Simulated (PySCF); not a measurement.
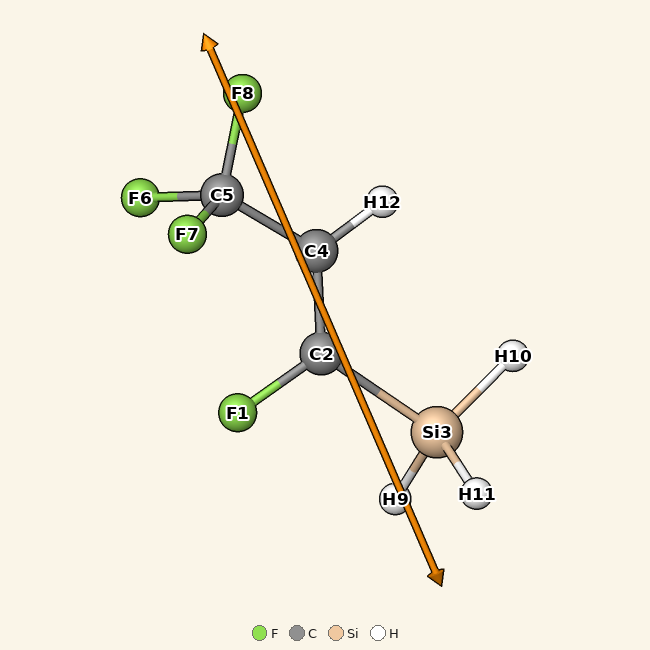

The double arrow shows the direction of the transition dipole to excited singlet state 1 (its length means nothing). Computed geometry: GFN2-xTB optimisation. No frequency run is at hand to confirm it as a minimum. Level of theory: TDDFT CAM-B3LYP/def2-SVPD, vertical, gas phase, core orbitals frozen in the response (PySCF 2.14.0).

**How is the transition polarised?**

Close to the long direction Si3···F8.

**Where does the transition lie, and how strong is it?**

6.96 eV (178 nm), oscillator strength 0.47, mainly HOMO → LUMO (weight 0.96); transition dipole 4.22 D.

The geometry is semi-empirical. Around Si such bond lengths and angles can be off by a tenth of an ångström or more and by several degrees, and values that hang on the shape move with them.
